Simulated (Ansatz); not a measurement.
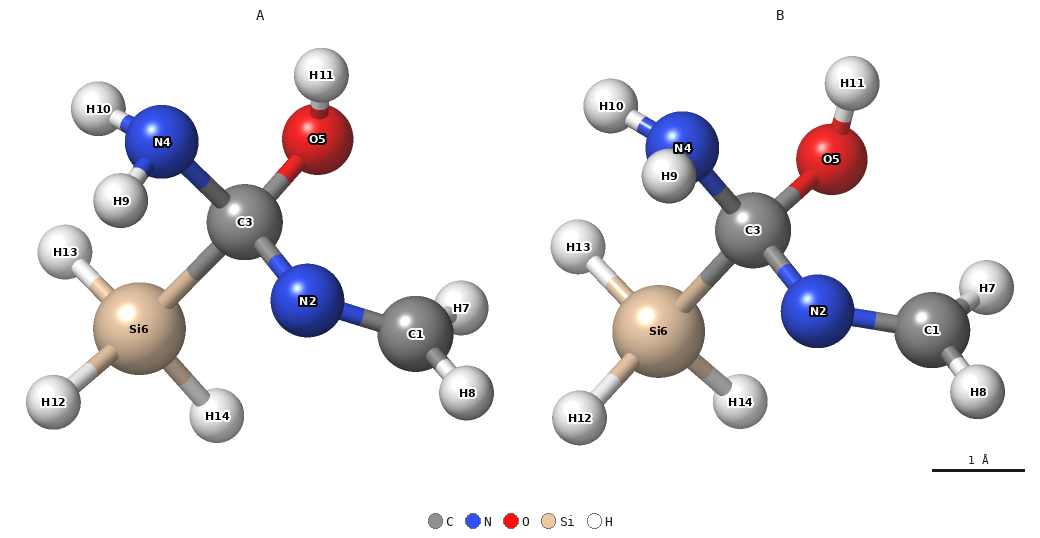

Two geometries of C₂H₈N₂OSi, drawn at one scale. One is the start of a relaxation, the other its converged end. A ball-and-stick model, seen at a tilt.

All numbers below come from Ansatz, RKS B3LYP/6-31G. (no spin polarisation; force threshold 0.015 eV/Å; at most 40 steps)

Which of the two is the end point?

Answer. Structure B is the relaxed one. The run prepares an end point of a later path (torsion) calculation, from a guessed geometry. H9 moves most after the best rigid fit: 0.51 Å. Largest moves by element: H 0.51 Å, O 0.28 Å, N 0.16 Å, C 0.16 Å, Si 0.10 Å. Some distances before and after: C3–N4 1.544 → 1.442 Å, C3–O5 1.393 → 1.462 Å, C1–H8 1.138 → 1.087 Å, O5–H11 0.936 → 0.985 Å. Bond angles that change, for instance: O5–C3–Si6 116.4° → 103.3°, C3–N4–H10 104.3° → 117.3°, C3–N4–H9 104.6° → 114.9°. After 12 accepted moves (16 points after the start) the energy has fallen by 0.635 eV. Largest force component: 2.7 eV/Å at the start, 0.0025 eV/Å at the end. The line search rejected the trial steps at points 4, 6, 8, 15 of the run.
